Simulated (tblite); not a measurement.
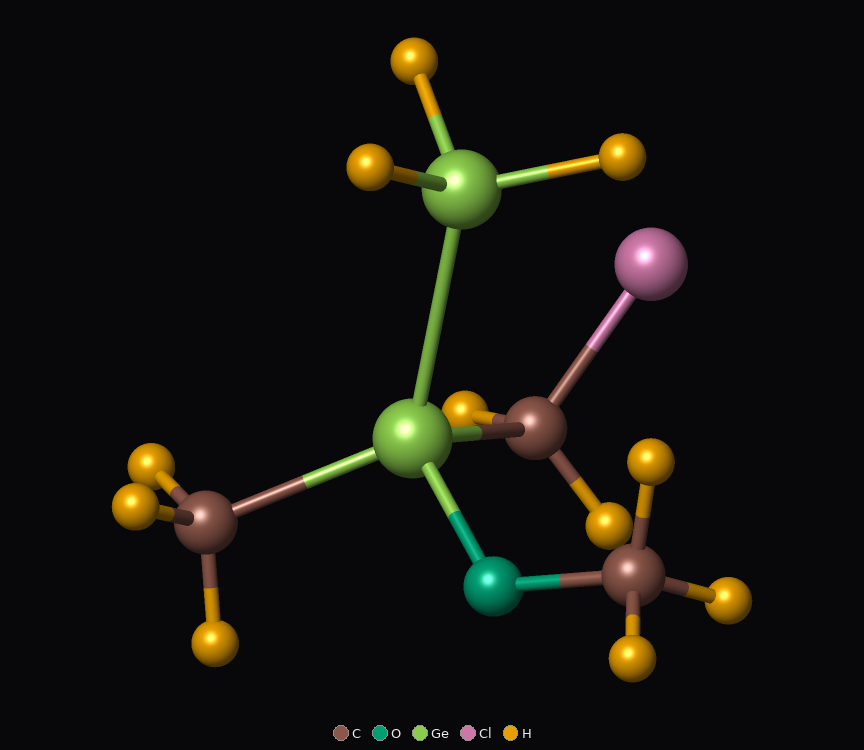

(Drawn from a calculation with tblite.)

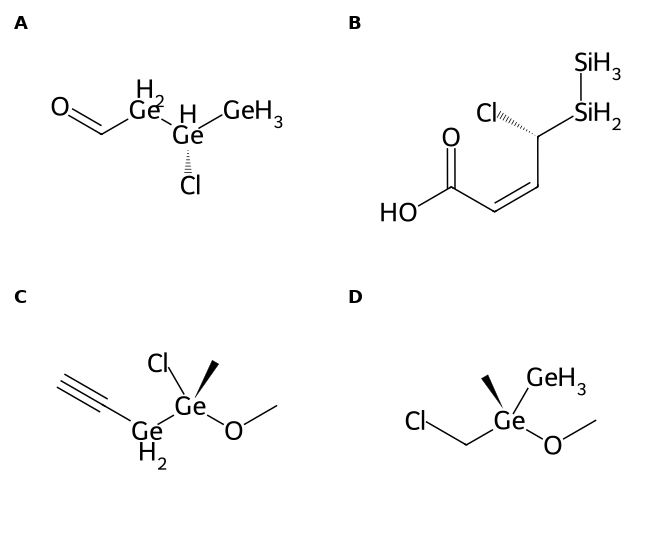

Question: Which structural formula matches the 3D model?

Answer: D, `C[O][Ge@@]([CH3])([GeH3])[CH2]Cl`.
